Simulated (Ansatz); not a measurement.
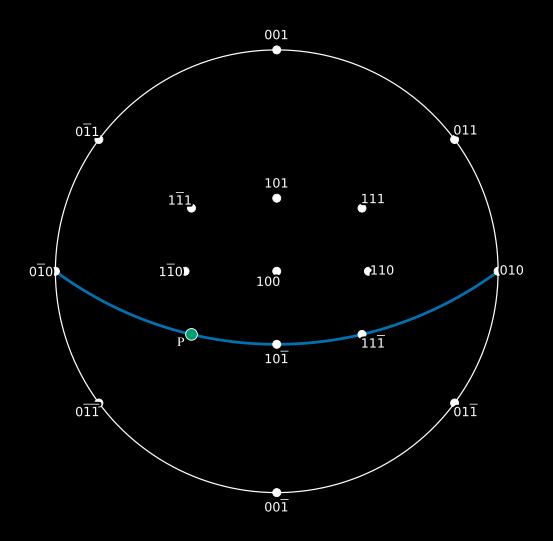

Crystal: YSnSbC2, the geometry relaxed with Ansatz 0.2.0, DFT PBE, scalar-relativistic, plane waves, PAW; the starting structure was generated, so it need not be a known form of this composition. Stereographic projection of plane normals (upper hemisphere) centred on (1 0 0). All values are computed from the atomic coordinates in the standard setting (tolerance 0.002 Å).

a = 4.352 Å, b = 4.352 Å, c = 5.874 Å, α = 90.00°, β = 90.00°, γ = 90.00°.

**Index the pole marked P.**

P is (1 −1 −1), 51.2° from the centre.

**Which zone does the coloured great circle trace?**

The zone [1 0 1]: its poles satisfy h + l = 0.

**What is the angle between the normals of (1 1 0) and (0 0 1), and what are their d_hkl = 1/|g|?**

90.0°; d = 3.077 Å and 5.874 Å.
